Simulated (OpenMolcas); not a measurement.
# Mo²⁺ among point charges: CASSCF levels and susceptibility

How does a field of 4 point charges split the states of Mo²⁺, and what χT follows?

Program: OpenMolcas 26.06. Level of theory: state-averaged CASSCF, spin-orbit coupling by RASSI with atomic mean-field integrals. These are calculated values, not measurements, unless marked.

1 further run of the same task is left out (it didn't finish).

## (1) Starting point

| Property | Result |
| --- | --- |
| Species | Mo²⁺ (molybdenum, Z = 42, 40 electrons) |
| Basis | ANO-RCC-VDZP [6s5p3d1f], 43 functions |
| Scalar Hamiltonian | DKH2, point nucleus |
| Inactive shells | 1s 2s 2p 3s 3p 3d 4s 4p |
| Active space | 4 electrons in 5 orbitals (4d) |
| Some configurations of this space | 4d⁴ |
| Orbitals | optimised for each spin and parity, averaged over all roots |

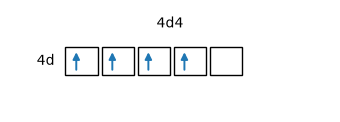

Occupation of the outer shells (arrows by Hund's rule).

The ion sits among 4 point charges of -2.5 e arranged as a square (D4h), 1.98 Å from the ion. The active orbitals were held to one l.

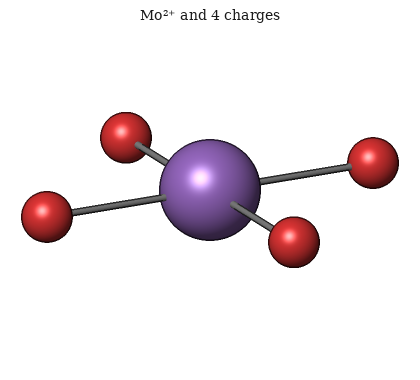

The ion and the point charges (red).

The work runs as a chain of OpenMolcas steps in one folder; each step below is one input file. Labels, J, g values, rates, χT and fits are worked out afterwards by a script from the matrices that RASSI stores. The input lists half of the charges; inversion (Group=XYZ) makes the rest.

## (2) One- and two-electron integrals

File a.inp:

```
&GATEWAY
Coord
1

Mo 0.0 0.0 0.0
Basis=ANO-RCC-VDZP
Group=XYZ
NoMove
AngMom=0.0 0.0 0.0
AMFI
XField
2 Angstrom 0
1.980000 0.000000 0.000000 -2.500000
0.000000 1.980000 0.000000 -2.500000
&SEWARD
```

Command:

```console
OMP_NUM_THREADS=1 MOLCAS_MEM=1689 MOLCAS_PROJECT=a pymolcas a.inp > a.log
```

Standard output:

```text
Basis set label: MO.ANO-RCC...6S5P3D1F.

      Electronic valence basis set:
      ------------------
      Associated Effective Charge  42.000000 au
      Associated Actual Charge     42.000000 au
      Nuclear Model: Point charge

      Shell  nPrim  nBasis  Cartesian Spherical Contaminant
         s      21       6        X
         p      18       5        X
         d      13       3                 X
         f       6       1                 X
                  Relativistic Douglas-Kroll-Hess integrals:
                    - DKH order of Hamiltonian: 2
                    - DKH order of Properties : 0
                  Atomic mean-field integrals
```

## (3) CASSCF: quintets of even parity, 5 roots

File a.inp:

```
&RASSCF
FileOrb=start.orb
Symmetry=1
Spin=5
nActEl=4 0 0
Inactive=9 9
Ras2=5 0
CIRoot=5 5 1
SDav=5
CIMx=300
Iter=120 100
PrWF=0.3
OrbListing=Nothing
MaxOrb=0
SupSym
1
15 4 5 6 7 8 10 11 12 13 14 17 18 19 20 21
0
>>> COPY $Project.JobIph JOB001
```

start.orb holds the contracted functions of the basis, ordered by shell, or the orbitals of the step before.

Standard output, cut to the lines that bear on the results:

```text
[...]
      Number of active orbitals                  5
[...]
      Spin quantum number                      2.0
[...]
      Active orbitals                            5   0
[...]
      Number of CSFs                             5
      Number of root(s) required                 5
[...]
      Convergence after  8 iterations
[...]
      Natural orbitals and occupation numbers for root  1
      sym 1:  -0.000000   1.000000   1.000000   1.000000   1.000000
      Natural orbitals and occupation numbers for root  2
      sym 1:   0.000000   1.000000   1.000000   1.000000   1.000000
      Natural orbitals and occupation numbers for root  3
      sym 1:   1.000000   1.000000  -0.000000   1.000000   1.000000
::    RASSCF root number  1 Total energy:  -4050.47196817
::    RASSCF root number  2 Total energy:  -4050.38589640
::    RASSCF root number  3 Total energy:  -4050.28061705
::    RASSCF root number  4 Total energy:  -4050.27096153
::    RASSCF root number  5 Total energy:  -4050.27096153
```

## (4) CASSCF: triplets of even parity, 45 roots

File a.inp:

```
&RASSCF
FileOrb=start.orb
Symmetry=1
Spin=3
nActEl=4 0 0
Inactive=9 9
Ras2=5 0
CIRoot=45 45 1
SDav=45
CIMx=300
Iter=120 100
PrWF=0.3
OrbListing=Nothing
MaxOrb=0
SupSym
1
15 4 5 6 7 8 10 11 12 13 14 17 18 19 20 21
0
>>> COPY $Project.JobIph JOB002
```

Command:

```console
OMP_NUM_THREADS=1 MOLCAS_MEM=1689 MOLCAS_PROJECT=a pymolcas a.inp > a.log
```

Standard output, cut to the lines that bear on the results:

```text
[...]
      Number of active orbitals                  5
[...]
      Spin quantum number                      1.0
[...]
      Active orbitals                            5   0
[...]
      Number of CSFs                            45
      Number of root(s) required                45
[...]
      Convergence after  7 iterations
[...]
      Natural orbitals and occupation numbers for root  1
      sym 1:   0.031526   1.002614   0.992505   1.959170   0.014185
      Natural orbitals and occupation numbers for root  2
      sym 1:   0.031526   1.959170   0.992505   1.002614   0.014185
      Natural orbitals and occupation numbers for root  3
      sym 1:   0.093223   0.995763   1.899014   0.995763   0.016238
::    RASSCF root number  1 Total energy:  -4050.45838295
::    RASSCF root number  2 Total energy:  -4050.45838295
::    RASSCF root number  3 Total energy:  -4050.43629692
[...]
::    RASSCF root number 27 Total energy:  -4050.19595987
::    RASSCF root number 28 Total energy:  -4050.19216145
::    RASSCF root number 29 Total energy:  -4050.19148001
::    RASSCF root number 30 Total energy:  -4050.19148001
```

## (5) Reference wave functions, singlets of even parity, 50 roots

File a.inp:

```
&RASSCF
FileOrb=start.orb
Symmetry=1
Spin=1
nActEl=4 0 0
Inactive=9 9
Ras2=5 0
CIRoot=50 50 1
SDav=50
CIMx=300
Iter=120 100
PrWF=0.3
OrbListing=Nothing
MaxOrb=0
SupSym
1
15 4 5 6 7 8 10 11 12 13 14 17 18 19 20 21
0
>>> COPY $Project.JobIph JOB003
```

Standard output, cut to the lines that bear on the results:

```text
[...]
      Number of active orbitals                  5
[...]
      Spin quantum number                      0.0
[...]
      Active orbitals                            5   0
[...]
      Number of CSFs                            50
      Number of root(s) required                50
[...]
      Convergence after  7 iterations
[...]
      Natural orbitals and occupation numbers for root  1
      sym 1:   0.027837   1.951889   0.053705   1.951889   0.014682
      Natural orbitals and occupation numbers for root  2
      sym 1:   0.084251   1.910942   0.938997   1.057250   0.008560
      Natural orbitals and occupation numbers for root  3
      sym 1:   0.084251   1.057250   0.938997   1.910942   0.008560
::    RASSCF root number  1 Total energy:  -4050.45471850
::    RASSCF root number  2 Total energy:  -4050.43230882
::    RASSCF root number  3 Total energy:  -4050.43230882
[...]
::    RASSCF root number 27 Total energy:  -4050.22442357
::    RASSCF root number 28 Total energy:  -4050.18655557
::    RASSCF root number 29 Total energy:  -4050.16426777
::    RASSCF root number 30 Total energy:  -4050.16119545
```

## (6) RASSI: spin-orbit coupling between the states

File a.inp:

```
&RASSI
NrOfJobIphs=3 5 45 50
1 2 3 4 5
1 2 3 4 5 6 7 8 9 10 11 12 13 14 15 16 17 18 19 20 21 22 23 24 25 26 27
28 29 30 31 32 33 34 35 36 37 38 39 40 41 42 43 44 45
1 2 3 4 5 6 7 8 9 10 11 12 13 14 15 16 17 18 19 20 21 22 23 24 25 26 27
28 29 30 31 32 33 34 35 36 37 38 39 40 41 42 43 44 45 46 47 48 49 50
IphNames
JOB001
JOB002
JOB003
EJob
SpinOrbit
DIPRint=1.0
SOCoupling=1000.0
Subsets=2
Property=9
'ANGMOM' 1 'ANGMOM' 2 'ANGMOM' 3 'MLTPL  1' 1 'MLTPL  1' 2 'MLTPL  1' 3
'AMFI' 1 'AMFI' 2 'AMFI' 3
SOProperty=3
'ANGMOM' 1 'ANGMOM' 2 'ANGMOM' 3
```

Standard output, cut to the lines that bear on the results:

```text
SPIN-FREE ENERGIES:
  (Shifted by EMIN (a.u.) =      -4050.4719681737)
 SF State       Relative EMIN(au)   Rel lowest level(eV)    D:o, cm**(-1)      L_eff
     1             0.0000000000        0.0000000000              0.0000         1.9
     6             0.0135852279        0.3696728848           2981.6129         2.9
     7             0.0135852279        0.3696728848           2981.6129         2.9
    51             0.0172496688        0.4693874011           3785.8647         4.4
     8             0.0356712552        0.9706643035           7828.9356         3.2
    52             0.0396593499        1.0791858877           8704.2212         4.8
    53             0.0396593499        1.0791858877           8704.2212         4.8
     9             0.0659400144        1.7943192018          14472.1604         4.1
    10             0.0659400144        1.7943192018          14472.1604         4.1
    54             0.0685160694        1.8644172278          15037.5391         3.8
[...]
Eigenvalues of complex Hamiltonian:
   -----------------------------------
  (Shifted by EMIN (a.u.) =      -4050.4719681737)
 SO State       Relative EMIN(au)   Rel lowest level(eV)    D:o, cm**(-1)     J-value
     1            -0.0008543484        0.0000000000              0.0000         1.6
     2            -0.0007982752        0.0015258305             12.3067         1.6
     3            -0.0004764077        0.0102842918             82.9484         2.2
     4            -0.0004764077        0.0102842918             82.9484         2.2
     5            -0.0003660254        0.0132879480            107.1745         2.3
     6             0.0111126705        0.3256391744           2626.4571         3.4
     7             0.0122365181        0.3562206271           2873.1131         2.9
     8             0.0124519217        0.3620820551           2920.3887         2.8
     9             0.0134441813        0.3890828164           3138.1646         3.1
    10             0.0134441813        0.3890828165           3138.1646         3.1
    11             0.0149277952        0.4294540054           3463.7801         2.8
[...]
```

These steps took 20 s in all on 1 thread, shared host.

Spin-free states, with their symmetry labels:

```
state  degeneracy  E (cm-1)  free-ion L (%)
  5B1           1         0         D (100)
   3E           2      2982          F (39)
  1A1           1      3786          I (41)
  3A2           1      7829          F (50)
   1E           2      8704          I (47)
   3E           2     14472          H (43)
  1B2           1     15038          F (32)
  3B1           1     15144          H (62)
  1B1           1     15295          I (34)
  3A2           1     16783          H (34)
  3A1           1     17030          G (53)
  1A1           1     18545          D (43)
  5B2           1     18891         D (100)
  3B1           1     19896          D (42)
   3E           2     23003          F (50)
   1E           2     23525          G (47)
  3B2           1     24174          F (63)
  1B1           1     24290          I (42)
  1A2           1     27458          G (50)
  1A1           1     29546          G (53)
   1E           2     31412          G (48)
   3E           2     32814          H (45)
  1B2           1     32869          G (79)
  3B2           1     34128          H (73)
```

With spin-orbit coupling:

```csv
E (cm-1),Degeneracy,Label,2S+1,g
0.0,1,A1,5,
12.3,1,A2,5,
82.9,2,E,5,0.00 0.00 3.73
107.2,1,B1,5,
2626,1,A1,3,
2873,1,B2,3,
2920,1,B1,3,
3138,2,E,3,0.00 0.00 1.86
3464,1,A2,3,
4652,1,A1,1,
7797,2,E,3,0.00 0.00 3.60
8035,1,A1,3,
9095,2,E,1,0.00 0.00 2.27
14446,1,A2,3,
14470,1,A1,3,
14548,2,E,3,0.00 0.00 2.17
14615,1,B2,3,
14636,1,B1,3,
15257,1,B2,3,
15277,2,E,3,0.00 0.00 3.64
15340,1,B2,3,
15546,1,B1,1,
16801,2,E,3,0.00 0.00 0.21
16905,1,A1,3,
```

The table of states holds 24 of 76 computed; the rest, higher up, is left out. Principal g values are given for doublets only; a zero marks a field direction without first-order Zeeman splitting.

Powder χT (cm³ K/mol): 0.43 at 2 K, 1.01 at 5 K, 1.57 at 10 K, 1.98 at 20 K, 2.46 at 50 K, 2.69 at 100 K, 2.76 at 150 K, 2.79 at 200 K, 2.81 at 250 K, 2.82 at 300 K.

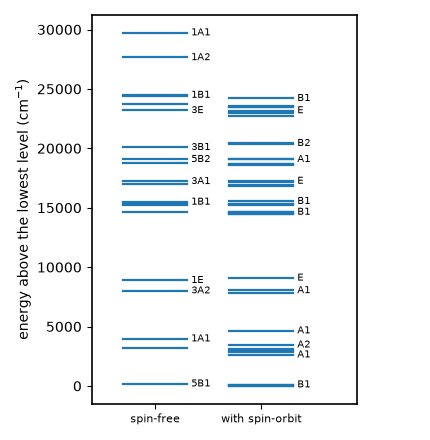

The states in the field without (left) and with (right) spin-orbit coupling.

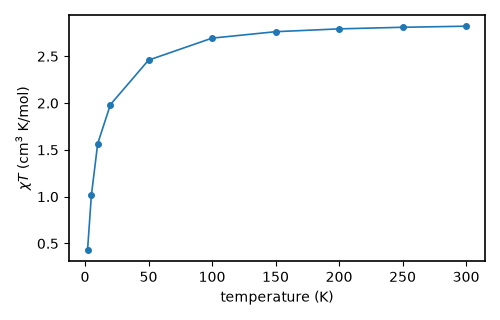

χT against temperature.

Orbitals of the lowest block (energies include the constant potential of the surroundings):

```
shell     space  energy (hartree)  mean occupation  ⟨r²⟩ (bohr²)
   1s  inactive         -736.7890            2.000       0.00163
   2s  inactive         -105.2174            2.000        0.0277
   2p  inactive          -93.6727            6.000        0.0219
   3s  inactive          -17.5273            2.000         0.208
   3p  inactive          -13.6298            6.000         0.213
   3d  inactive           -7.2708           10.000         0.206
   4s  inactive           -0.9930            2.000          1.40
   4p  inactive            0.1629            6.000          1.74
   4d      RAS2                              4.000          4.06
```

## (7) Summary of results

| quantity | value |
| --- | --- |
| method | CASSCF |
| spin-free ground state | 5B1, 1-fold in its orbital part |
| first state of the same spin within the active space | 5B2 at 18900 cm⁻¹ |
| lowest level | 1-fold A1 |
| next level | 12.3 cm⁻¹ |
| χT at 300 K | 2.82 cm³ K/mol |
| effective moment at 300 K | 4.75 μB |

**Reading.** The spin-free ground state (5B1) comes to 100 % from free-ion D terms and keeps the highest spin of the shell. χT at 300 K is 2.82, against 3.01 cm³ K/mol for the spin alone; near agreement at one temperature doesn't show that the orbital moment is quenched. An active space of the d shell alone favours high spin; real ions in strong fields can be low spin. The field of point charges can differ much from that of real complexes. With metal d orbitals alone active, the gaps between spin states are rough; where two lie within a few thousand cm-1, their order is open. Point charges carry no covalency, so the field is a model and not that of real ligands.
